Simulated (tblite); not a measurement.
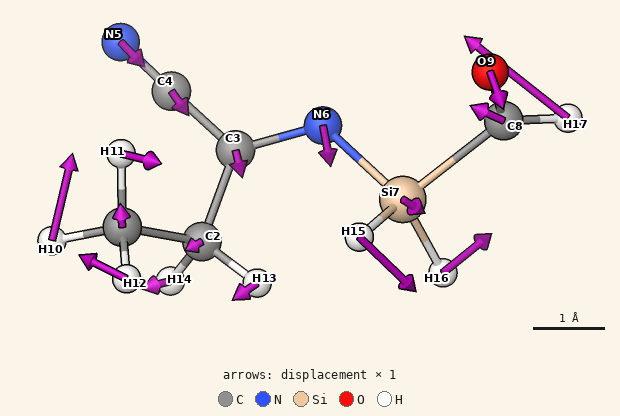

This is a relaxation of C$_{5}$H$_{8}$N$_{2}$OSi. The starting structure is drawn; purple arrows show the displacements, at their true length. The two geometries are superimposed by the best rigid fit.

A ball-and-stick model, seen from a free direction.

The calculation used GFN2-xTB geometry optimisation, gas phase (tblite). 

Which element moves most?

Hydrogen: up to 1.91 Å, against 0.65 Å for oxygen.

What did the optimiser do to the structure, and how much energy did it gain?

After 180 geometry steps the energy has fallen by 89.4 kJ/mol. The atom that moves furthest after the best rigid fit is an H atom (1.91 Å). Largest moves by element: H 1.91 Å, O 0.65 Å, N 0.63 Å, C 0.58 Å, Si 0.47 Å. Among the contacts that change: N–Si 1.802 → 1.704 Å, C–Si 1.871 → 1.923 Å, C–H 1.060 → 1.109 Å, C–N 1.296 → 1.261 Å. Among the angles between lasting bonds that change: C–N–Si 120.8° → 139.0°, N–Si–H 112.3° → 122.3°, C–C–N 118.8° → 127.5°. Groups turn about C–Si by about 55°, N–Si by about 45°, C–C by about 40°.
